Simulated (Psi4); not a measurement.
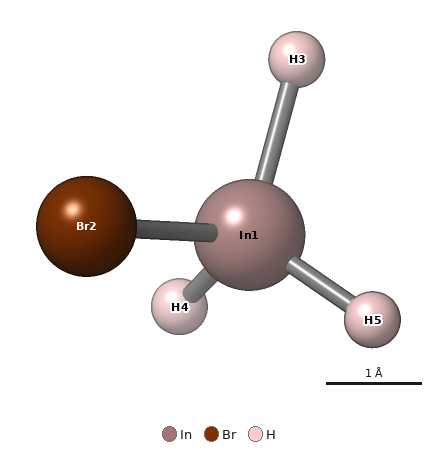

Figure 1. The structure as given in the input (ball-and-stick view, seen at a tilt; atoms are numbered from 1 in the order of the input). Sticks mark near contacts.

# Single-point calculation of InH$_{3}$Br (charge −1)

The run: single-point calculation of InH$_{3}$Br, charge −1. Method and program: SVWN5/def2-TZVP, RKS, core potentials def2 (Psi4 1.11).

A bond length was changed on purpose from its optimised value.

**What the program printed**
```
Psi4 1.11 release

   => Loading Basis Set <=

    Name: DEF2-TZVP
    Role: ORBITAL
    Keyword: BASIS

    !!!  WARNING: ECP capability is in beta. Please check occupations closely.  !!!

         ---------------------------------------------------------
                                   SCF
                              RKS Reference
                        1 Threads,   1525 MiB Core
         ---------------------------------------------------------

  ==> Geometry <==

    Molecular point group: c1
    Full point group: C1

    Geometry (in Angstrom), charge = -1, multiplicity = 1:

       Center              X                  Y                   Z               Mass
    ------------   -----------------  -----------------  -----------------  -----------------
         IN          -0.007259953637     0.009568230158    -0.985807810999   114.903878776000
         BR           0.007710046363    -0.014411769842     1.492232189001    78.918337600000
         H            1.859910046363     0.013305230158    -1.542164810999     1.007825032230
         H           -0.826029953637     1.422618230158    -1.442437810999     1.007825032230
         H           -0.809899953637    -1.398291769842    -1.471867810999     1.007825032230

  Running in c1 symmetry.

  Rotational constants: A =      1.90464  B =      0.05655  C =      0.05639 [cm^-1]
  Rotational constants: A =  57099.62870  B =   1695.23923  C =   1690.52466 [MHz]
  Nuclear repulsion =  192.503622755906065

  Charge       = -1
  Multiplicity = 1
  Electrons    = 60
  Nalpha       = 30
  Nbeta        = 30

  ==> Algorithm <==

  SCF Algorithm Type is PK.
  DIIS enabled.
  MOM disabled.
  Fractional occupation disabled.
  Guess Type is SAD.
  Energy threshold   = 1.00e-09
  Density threshold  = 1.00e-08
  Integral threshold = 1.00e-12

  ==> Primary Basis <==

  Basis Set: DEF2-TZVP
    Blend: DEF2-TZVP
    Number of shells: 44
    Number of basis functions: 116
    Number of Cartesian functions: 132
    Spherical Harmonics?: true
    Max angular momentum: 3

  Core potential: DEF2-TZVP
    Number of shells: 4
    Number of ECP primitives: 18
    Number of ECP core electrons: 28
    Max angular momentum: 3

  ==> DFT Potential <==

   => LibXC <=

    Version 7.1.2

   => Composite Functional: SVWN5 <=

    Slater exchange
    Vosko, Wilk & Nusair (VWN5)

    Deriv               =              1
    GGA                 =          FALSE
    Meta                =          FALSE

    Exchange Hybrid     =          FALSE
    MP2 Hybrid          =          FALSE

   => Exchange Functionals <=

    1.0000         XC_LDA_X

   => Correlation Functionals <=

    1.0000     XC_LDA_C_VWN

   => LibXC Density Thresholds  <==

    XC_LDA_C_VWN:  1.00E-15
    XC_LDA_X:  1.00E-15

   => Molecular Quadrature <=

    Radial Scheme          =       TREUTLER
    Pruning Scheme         =           NONE
    Nuclear Scheme         =       TREUTLER

    Blocking Scheme        =         OCTREE
    BS radius alpha        =              1
    Pruning alpha          =              1
    Radial Points          =             99
    Spherical Points       =            590
    Total Points           =         279801
    Total Blocks           =           2119
    Max Points             =            256
    Max Functions          =            115
    Weights Tolerance      =       1.00E-15

  ==> Integral Setup <==

  Using in-core PK algorithm.
   Calculation information:
      Number of atoms:                   5
      Number of AO shells:              44
      Number of primitives:             86
      Number of atomic orbitals:       132
      Number of basis functions:       116

      Integral cutoff                 1.00e-12
      Number of threads:                 1

  Performing in-core PK
  Using 46056582 doubles for integral storage.
  We computed 429234 shell quartets total.
  Whereas there are 490545 unique shell quartets.

  ==> DiskJK: Disk-Based J/K Matrices <==

    J tasked:                  Yes
    K tasked:                   No
    wK tasked:                  No
    Memory [MiB]:             1029
    Schwarz Cutoff:          1E-12

  Cached 50.0% of DFT collocation blocks in 0.087 [GiB].

  Minimum eigenvalue in the overlap matrix is 2.7570530065E-03.
  Reciprocal condition number of the overlap matrix is 6.0652674686E-04.
    Using symmetric orthogonalization.

  ==> Pre-Iterations <==

  SCF Guess: Superposition of Atomic Densities via on-the-fly atomic UHF (no occupation information).

   -------------------------
    Irrep   Nso     Nmo
   -------------------------
     A        116     116
   -------------------------
    Total     116     116
   -------------------------

  ==> Iterations <==

                        Total Energy        Delta E     RMS |[F,P]|

   @RKS iter SAD: -2759.95986933681797   -2.75996e+03   0.00000e+00
   @RKS iter   1: -2761.59211918594110   -1.63225e+00   1.52283e-02 DIIS/ADIIS
   @RKS iter   2: -2760.99153514902218    6.00584e-01   1.98608e-02 DIIS/ADIIS
   @RKS iter   3: -2762.26721215784528   -1.27568e+00   1.90374e-03 DIIS/ADIIS
   @RKS iter   4: -2762.28058002923353   -1.33679e-02   8.28942e-04 DIIS/ADIIS
   @RKS iter   5: -2762.28437347655199   -3.79345e-03   1.61352e-04 DIIS/ADIIS
   @RKS iter   6: -2762.28455430952590   -1.80833e-04   3.89104e-05 DIIS
   @RKS iter   7: -2762.28456751664362   -1.32071e-05   1.00974e-05 DIIS
   @RKS iter   8: -2762.28456809358477   -5.76941e-07   2.36804e-06 DIIS
   @RKS iter   9: -2762.28456813226376   -3.86790e-08   4.47596e-07 DIIS
   @RKS iter  10: -2762.28456813356570   -1.30194e-09   8.15142e-08 DIIS
   @RKS iter  11: -2762.28456813361800   -5.22959e-11   2.53627e-08 DIIS
   @RKS iter  12: -2762.28456813362482   -6.82121e-12   4.70789e-09 DIIS
  Energy and wave function converged.

  ==> Post-Iterations <==

   Electrons on quadrature grid:
      Ntotal   =   59.9999989079 ; deviation = -1.092e-06

    Orbital Energies [Eh]
    ---------------------

    Doubly Occupied:

       1A   -479.994194     2A    -61.525372     3A    -55.499722
       4A    -55.498064     5A    -55.498031     6A     -8.171417
       7A     -6.065180     8A     -6.060313     9A     -6.060220
      10A     -4.269607    11A     -2.714371    12A     -2.710471
      13A     -2.710351    14A     -2.289779    15A     -2.288427
      16A     -2.288360    17A     -2.284721    18A     -2.284718
      19A     -0.523484    20A     -0.493290    21A     -0.488850
      22A     -0.484578    23A     -0.484524    24A     -0.471580
      25A     -0.216997    26A     -0.099717    27A     -0.095445
      28A     -0.089748    29A     -0.056115    30A     -0.049863

    Virtual:

      31A      0.123774    32A      0.162297    33A      0.166529
      34A      0.173979    35A      0.211535    36A      0.220615
      37A      0.224321    38A      0.255965    39A      0.302814
      40A      0.303696    41A      0.332062    42A      0.376904
      43A      0.379194    44A      0.407661    45A      0.407818
      46A      0.459815    47A      0.462573    48A      0.463000
      49A      0.471959    50A      0.522113    51A      0.522775
      52A      0.551627    53A      0.602590    54A      0.616207
      55A      0.663717    56A      0.665823    57A      0.720639
      58A      0.779095    59A      0.880146    60A      0.885497
      61A      0.926849    62A      1.008541    63A      1.015760
      64A      1.032871    65A      1.059275    66A      1.079571
      67A      1.084104    68A      1.159294    69A      1.209555
      70A      1.238591    71A      1.475816    72A      1.476345
      73A      1.511297    74A      1.517454    75A      1.540878
      76A      1.650352    77A      1.651255    78A      1.653525
      79A      1.654889    80A      1.721861    81A      1.727081
      82A      1.728213    83A      1.750147    84A      1.761633
      85A      1.781362    86A      1.834900    87A      1.856412
      88A      1.872711    89A      1.919594    90A      1.925669
      91A      1.952126    92A      2.160570    93A      2.342701
      94A      2.352378    95A      2.382919    96A      2.387656
      97A      2.410819    98A      2.415899    99A      2.449056
     100A      2.471009   101A      2.473206   102A      2.708097
     103A      2.897902   104A      2.924365   105A      3.340892
     106A      4.065241   107A      4.066098   108A      4.139951
     109A      4.141673   110A      4.192928   111A      7.504440
     112A     37.781972   113A     38.807967   114A     38.881559
     115A     38.904923   116A    125.371302

    Final Occupation by Irrep:
              A
    DOCC [    30 ]
    NA   [    30 ]
    NB   [    30 ]

  @RKS Final Energy: -2762.28456813362482

   => Energetics <=

    Nuclear Repulsion Energy =            192.5036227559060649
    One-Electron Energy =               -4314.7227861161754845
    Two-Electron Energy =                1465.2737049910247151
    DFT Exchange-Correlation Energy =    -105.3391097643796002
    Empirical Dispersion Energy =           0.0000000000000000
    VV10 Nonlocal Energy =                  0.0000000000000000
    Total Energy =                      -2762.2845681336248163

Computation Completed

Properties will be evaluated at   0.000000,   0.000000,   0.000000 [a0]

Properties computed using the SCF density matrix

 Multipole Moments:

 ------------------------------------------------------------------------------------
     Multipole            Electronic (a.u.)      Nuclear  (a.u.)        Total (a.u.)
 ------------------------------------------------------------------------------------

 L = 1.  Multiply by 2.5417464519 to convert [e a0] to [Debye]
 Dipole X            :         -0.9438640            0.6451010           -0.2987630
 Dipole Y            :          0.4999600           -0.5023788           -0.0024188
 Dipole Z            :        -50.8073302           51.1543045            0.3469743
 Magnitude           :                                                    0.4578825

 ------------------------------------------------------------------------------------

	total time  =         17 seconds =       0.28 minutes

Properties will be evaluated at   0.000000,   0.000000,   0.000000 [a0]
OEProp: No title given, name of density matrix used for the following properties is 'SCF density'

 Multipole Moments:

 ------------------------------------------------------------------------------------
     Multipole            Electronic (a.u.)      Nuclear  (a.u.)        Total (a.u.)
 ------------------------------------------------------------------------------------

 L = 1.  Multiply by 2.5417464519 to convert [e a0] to [Debye]
 Dipole X            :         -0.9438640            0.6451010           -0.2987630
 Dipole Y            :          0.4999600           -0.5023788           -0.0024188
 Dipole Z            :        -50.8073302           51.1543045            0.3469743
 Magnitude           :                                                    0.4578825

 L = 2.  Multiply by 1.3450342976 to convert [e a0^2] to [Debye ang]
 Quadrupole XX       :        -58.2708255           17.1436688          -41.1271567
 Quadrupole XY       :          0.0869638           -0.0830276            0.0039362
 Quadrupole XZ       :          0.7314021            0.2437297            0.9751318
 Quadrupole YY       :        -54.1991230           14.2429477          -39.9561753
 Quadrupole YZ       :          3.4927481           -3.4469255            0.0458226
 Quadrupole ZZ       :       -420.1951764          374.8544735          -45.3407029
 Traceless XX        :        119.2842161         -118.2700279            1.0141883
 Traceless YY        :        123.3559186         -121.1707490            2.1851696
 Traceless ZZ        :       -242.6401348          239.4407768           -3.1993579

 ------------------------------------------------------------------------------------

  Mayer Bond Indices:

  Irrep: 1 Size: 5 x 5

                 1                   2                   3                   4                   5

    1     0.00000000000000     0.72826419936922     0.85086252717657     0.87076241649973     0.87102602874200
    2     0.72826419936922     0.00000000000000     0.01713823228914     0.01382886246753     0.01376036999008
    3     0.85086252717657     0.01713823228914     0.00000000000000     0.02668491002770     0.02642420387167
    4     0.87076241649973     0.01382886246753     0.02668491002770     0.00000000000000     0.02822356958439
    5     0.87102602874200     0.01376036999008     0.02642420387167     0.02822356958439     0.00000000000000

  Atomic Valences:

 #  #
 Irrep: 1
      1:    3.320915171787528
      2:    0.772991664115974
      3:    0.921109873365082
      4:    0.939499758579356
      5:    0.939434172188141

    Psi4 run time: 0:00:16.91
```

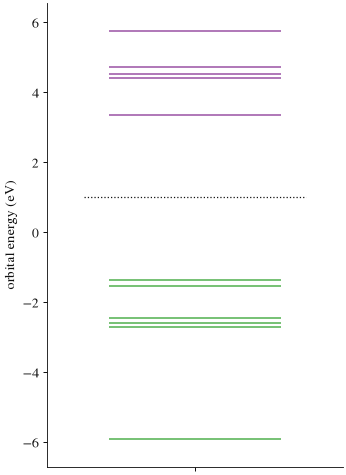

Figure 2. Orbital energies near the frontier; the dotted line parts filled from empty levels, and levels within 0.02 eV of each other stand side by side. Highest filled −1.36 eV, lowest empty 3.37 eV, 4.73 eV apart.

This output came from the following input.

**The input (job.dat)**
```
memory 1600 MB

molecule {
  -1 1
  In    -0.246980     0.002623    -0.137743
  Br    -0.232010    -0.021357     2.340297
  H      1.620190     0.006360    -0.694100
  H     -1.065750     1.415673    -0.594373
  H     -1.049620    -1.405237    -0.623803
  units angstrom
  symmetry c1
}

set {
  basis                def2-TZVP
  puream               true
  e_convergence        1e-09
  d_convergence        1e-08
  scf_type             pk
  dft_radial_points    99
  dft_spherical_points 590
}

e_tot, wfn = energy("scf", dft_functional={"name": "SVWN5", "x_functionals": {"LDA_X": {}}, "c_functionals": {"LDA_C_VWN": {}}}, return_wfn=True)
oeprop(wfn, "MAYER_INDICES", "DIPOLE", "QUADRUPOLE")
```

Launched with:
```bash
psi4 -n 1 job.dat job.out
```

**Results in brief**

- outcome: converged
- total energy: −2762.284568 hartree
- basis functions: 116
- HOMO: −1.36 eV
- LUMO: 3.37 eV
- hardware: 1 thread of Intel Xeon (Sapphire Rapids), 192 GiB of memory available, shared host
- wall time: 19 s
- peak memory: 0.7 GiB
